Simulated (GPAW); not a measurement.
Consider Ga (P2_1/m).

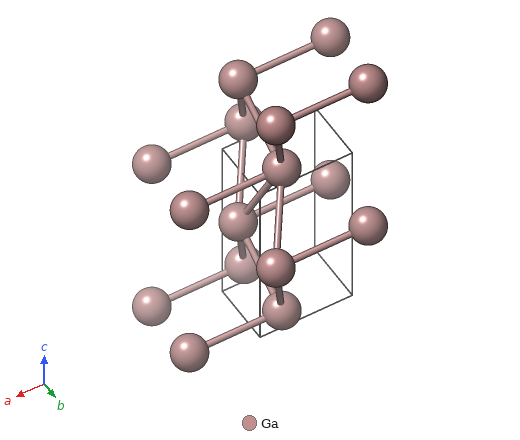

The structure (gallium pink). 2×2×2 cells are drawn.

```cif
data_structure
_symmetry_space_group_name_H-M 'P 1'
_symmetry_Int_Tables_number 1
_cell_length_a 2.7784
_cell_length_b 3.2816
_cell_length_c 4.2104
_cell_angle_alpha 90.000
_cell_angle_beta 108.607
_cell_angle_gamma 90.000
_cell_volume 36.38
loop_
_atom_site_label
_atom_site_type_symbol
_atom_site_fract_x
_atom_site_fract_y
_atom_site_fract_z
_atom_site_occupancy
Ga1 Ga 0.13460 0.75000 0.77017 1
Ga2 Ga 0.86540 0.25000 0.22983 1
```

Absorber: atom 1, with 6 Ga at 2.71 to 2.81 Å, 2 Ga at 2.84 Å and 2 Ga at 3.28 Å (10-fold, site symmetry m). Method: GPAW, LDA, excited-electron core hole (neutral cell), 12-atom cell with 6.6 Å between holes, 4×4×4 k points, dipole transitions, Gaussian full width 1.82 eV up to 4 eV, rising linearly to 3.5 eV at 25 eV.

This is not the structure that Ga takes at ambient pressure and room temperature (space group No. 64); it is a model or a phase of other conditions.

Q: Where do the maxima of the Ga K edge fall?

Main maxima up to 28 eV above the zero (height): 2.8 eV (1.31), 7.0 eV (1.27), 10.2 eV (1.28) and 19.0 eV (0.77). A K edge sees empty p states on the absorber. 

The Ga K spectrum (energy from the lowest empty level; intensity scaled to a mean of 1 over the first 20 eV; polarised curves are means over the symmetry-equivalent atoms):

```tsv
E (eV)	isotropic	ε ∥ x	ε ∥ y	ε ∥ z
-2.0	0.01	0.01	0.01	0.01
-0.5	0.26	0.27	0.26	0.25
1.0	0.98	0.93	1.13	0.88
2.5	1.29	1.29	1.48	1.11
4.0	1.22	1.23	1.31	1.13
5.5	1.19	1.27	1.12	1.17
7.0	1.27	1.31	1.16	1.33
8.5	1.19	1.21	1.12	1.24
10.0	1.28	1.18	1.16	1.49
11.5	1.10	0.99	1.03	1.28
13.0	0.68	0.78	0.62	0.64
14.5	0.61	0.74	0.59	0.50
16.0	0.76	0.81	0.76	0.70
17.5	0.77	0.75	0.75	0.79
19.0	0.77	0.78	0.75	0.80
20.5	0.73	0.77	0.70	0.73
22.0	0.68	0.71	0.65	0.68
23.5	0.64	0.60	0.68	0.63
25.0	0.62	0.45	0.81	0.60
26.5	0.62	0.38	0.91	0.57
28.0	0.60	0.37	0.89	0.53
```

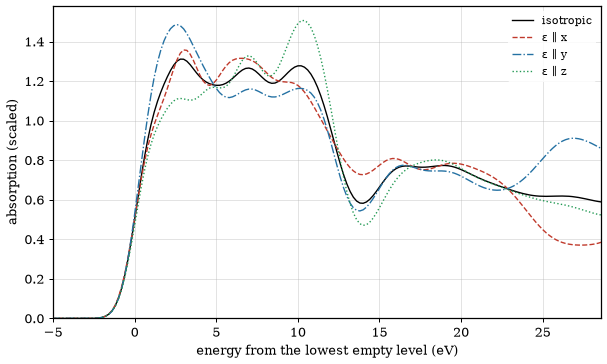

The Ga K edge.

The script folds with a Gaussian, whereas the core hole's own line is a Lorentzian, so the onset is too steep and the first peak too high. The mesh is coarse (0.30 Å⁻¹ between points), so small maxima may be mesh ripples. Lifetime broadening is put in by hand, and intensities beyond about 20 eV depend on it and on the partial waves; weight that the partial waves miss at high energy is lost. The structure is a computed Materials Project entry and may be a hypothetical form.

[Banner, clock and machine lines of the logs are left out without a mark of their own.]

[Logs are printed without paths, hosts, clocks, repeated set-up lines and the standing remarks that a program may print on its own settings, such as how far it seeks lower states.]

[Hosts, paths, dates, database ids (printed as entryN), source tags and the programs' standing remarks are cut or masked in the printed files.]

[Lists of maxima count a maximum above −3 eV only where it reaches 4 % of the highest in the window and stands out from its surroundings by 2 % of it (1.5 % where it reaches 55 %); shoulders and weaker maxima are passed over, and of the rest the first, up to two pre-edge ones and the few strongest are named.]
